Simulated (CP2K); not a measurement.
Consider methylallene at its PBE geometry (Å).

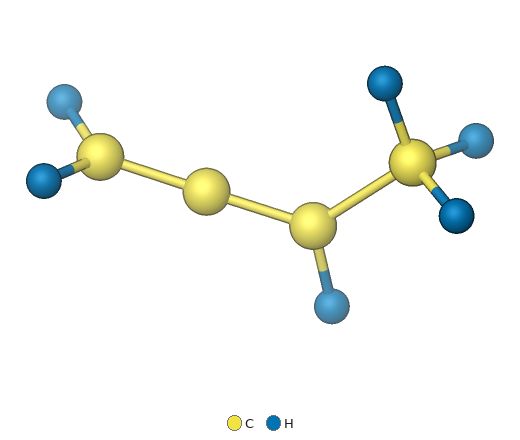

The molecule (carbon yellow, hydrogen blue).

```xyz
10

C     2.0887    0.2789   -0.1760
C     0.8619   -0.1839   -0.1680
C    -0.3691   -0.6375   -0.1565
C    -1.5801    0.1631    0.2521
H     2.7327    0.2000    0.7029
H     2.5093    0.7631   -1.0603
H    -0.5381   -1.6747   -0.4660
H    -2.3069    0.2211   -0.5723
H    -2.0947   -0.3132    1.1007
H    -1.3038    1.1832    0.5434
```

Method: CP2K XAS_TDP, all-electron GAPW, PBEh(45%), aug-cc-pVDZ, TDA, GW2X-corrected core level, no relativity.

Where do the C K-edge lines lie, and how strong are they?

Leading lines: C1 287.72 eV, C2 287.35 eV, C3 287.83 eV and C4 290.76 eV. The leading line of an atom is its first one with 35 % of the strongest within 2.5 eV of its lowest line over the strength cut. Core ionisation energies at this level: C2 292.21, C3 292.13, C1 292.10 and C4 292.24 eV.

The first six lines of each atom with a strength over 0.0015:

| atom | energy (eV) | states | strength, one atom | above the computed threshold |
| --- | --- | --- | --- | --- |
| C1 (bonded to C and 2 H) | 287.72 | 1 | 0.0453 |  |
|  | 289.76 | 1 | 0.0055 |  |
|  | 290.24 | 1 | 0.0031 |  |
|  | 291.29 | 1 | 0.0086 |  |
|  | 291.30 | 1 | 0.0022 |  |
|  | 291.45 | 1 | 0.0034 |  |
| C2 (bonded to 2 C) | 287.35 | 1 | 0.0561 |  |
|  | 287.67 | 1 | 0.0540 |  |
|  | 293.55 | 1 | 0.0035 | yes |
|  | 293.82 | 1 | 0.0019 | yes |
|  | 295.39 | 1 | 0.0023 | yes |
|  | 297.89 | 1 | 0.0016 | yes |
| C3 (bonded to 2 C and H) | 287.83 | 1 | 0.0496 |  |
|  | 289.51 | 1 | 0.0046 |  |
|  | 290.57 | 1 | 0.0020 |  |
|  | 291.10 | 1 | 0.0047 |  |
|  | 292.56 | 1 | 0.0022 | yes |
|  | 292.93 | 1 | 0.0034 | yes |
| C4 (bonded to C and 3 H) | 290.53 | 1 | 0.0022 |  |
|  | 290.76 | 1 | 0.0152 |  |
|  | 291.06 | 2 | 0.0376 |  |
|  | 291.37 | 1 | 0.0015 |  |
|  | 291.98 | 1 | 0.0058 |  |
|  | 292.23 | 1 | 0.0024 |  |

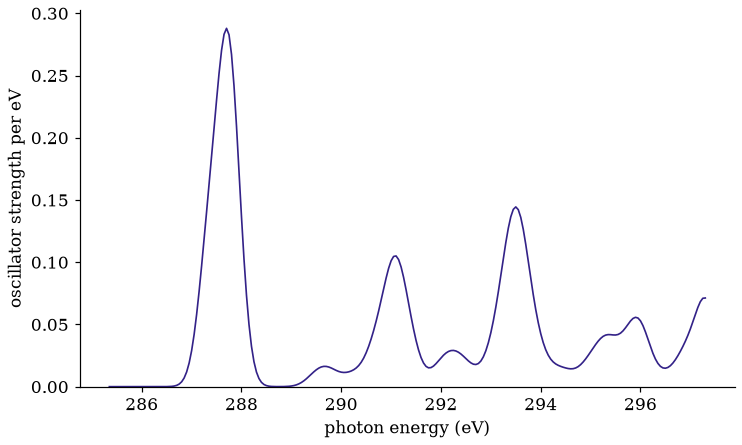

All atoms added, broadened by 0.5 eV.

Lines are vertical, at one geometry, with no vibrational structure. GW2X ionisation energies and lines can be off by 1 to 2 eV either way, and a good line position may hide errors that cancel. These values hold no scalar relativity, about 0.1 eV for C 1s. Rydberg lines, and the discretised continuum above threshold, depend on the basis and the box.

[Banner, clock and machine lines of the logs are left out without a mark of their own.]

[Logs are printed without paths, hosts, clocks, repeated set-up lines and the standing remarks that a program may print on its own settings, such as how far it seeks lower states.]

[Hosts, paths, dates, database ids (printed as entryN), source tags and the programs' standing remarks are cut or masked in the printed files.]
